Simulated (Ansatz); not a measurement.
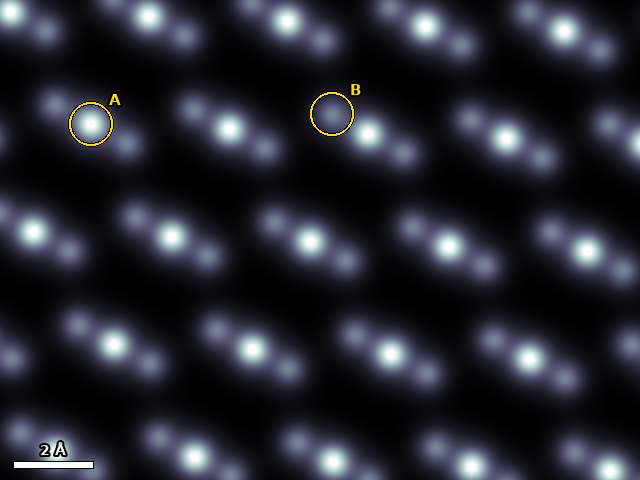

Integrated-DPC-like image of Gd (P6_3/mmc, No. 194) along [201]. Simulated as the projected potential of neutral atoms (B = 0.5 Å²) blurred by a 0.50 Å probe, the thin-sample limit of integrated differential phase contrast. Model: the end point of a relaxation at fixed volume with DFT r2SCAN, scalar-relativistic, plane waves, PAW in Ansatz; the starting structure was generated, so it need not be a known form of this composition.

```yaml
crystal:
  lattice:
    - [3.66263, 0.00000, 0.00000]
    - [-1.83131, 3.17193, 0.00000]
    - [0.00000, 0.00000, 11.88760]
  atoms:
    - { symbol: Gd, position: [0.00000, 0.00000, 0.00000] }
    - { symbol: Gd, position: [0.00000, 0.00000, 0.50000] }
    - { symbol: Gd, position: [0.33333, 0.66667, 0.25000] }
    - { symbol: Gd, position: [0.66667, 0.33333, 0.75000] }
```

Q: What lies under each ring?

A: Gd (2 Gd per 13.96 Å along the beam; the brightest kind). B: Gd (1 Gd per 13.96 Å along the beam; about 50 % of the brightest peak). Brightness is counted from the darkest point of the image.
